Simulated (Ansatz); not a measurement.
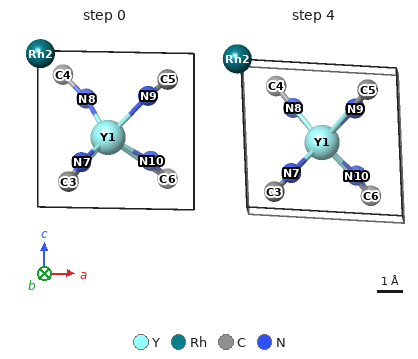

The structure of a crystal of YRhC4N4 (a generated structure, set up in P1) (coarse preliminary run) before (left) and after (right) a relaxation, at one scale.

A ball-and-stick model of the cell of the calculation, seen along the b axis.

Method: Ansatz, DFT PBE, scalar-relativistic, plane waves, PAW. Settings: plane-wave cutoff 420 eV; k-point mesh 4 × 4 × 4; occupations gaussian; smearing width 0.2 eV; collinear spin; cell and atoms relaxed; force threshold 0.025 eV/Å; at most 60 steps.

> Summarise the run.

The run was cut off at its time limit before the relaxation converged, so the last structure is only a point on the way. The energy falls by 1008 meV per atom in 4 geometry steps. Largest force component: 21 eV/Å at the start, 0.92 eV/Å at the end. Pressure: 1.21 GPa at the start and −0.52 GPa at the end. C6 moves most relative to the cell: 0.45 Å roughly along [−1 −2 −1]. Largest moves by element: C 0.45 Å, Y 0.41 Å, Rh 0.36 Å, N 0.25 Å. The volume changes by −7.0 %, with a 6.335 → 6.319 Å (−0.2 %), b 6.116 → 6.079 Å (−0.6 %), c 6.343 → 6.010 Å (−5.3 %), α 89.9° → 95.7°, β 91.1° → 95.7°, γ 89.5° → 87.8°. Among the contacts that change: Y1–C3 2.953 → 3.430 Å, Y1–C5 3.842 → 3.401 Å, Y1–C4 3.816 → 3.386 Å, C4–N8 1.521 → 1.188 Å. Among the angles between lasting bonds that change: C3–Rh2–C4 111.3° → 85.1°, C3–Rh2–C6 103.7° → 128.6°, C3–Rh2–C5 110.1° → 91.0°. The space group stays P1 (No. 1). The program noted that the starting moments weren't kept.
